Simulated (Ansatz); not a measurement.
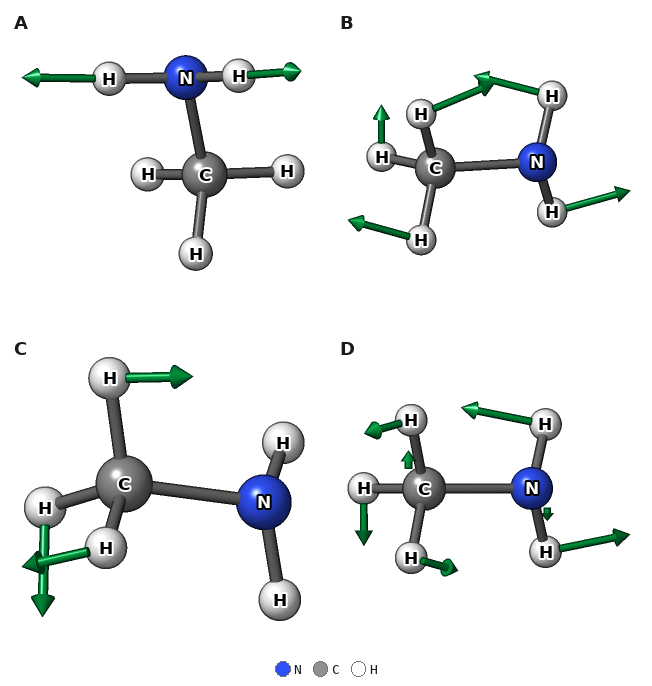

4 normal modes of one molecule or complex, as arrows. Harmonic vibrations computed with RKS PBE0-D4/def2-TZVP (Ansatz 0.2.0) at a stationary point of the same level.

Match the panels to the wavenumbers 975 cm⁻¹, 1347 cm⁻¹, 1512 cm⁻¹, 3533 cm⁻¹.

A: 3533 cm⁻¹, in-phase stretching of 2 N–H bonds
B: 975 cm⁻¹, angle bending
C: 1512 cm⁻¹, H–C–H bending
D: 1347 cm⁻¹, C–N–H bending
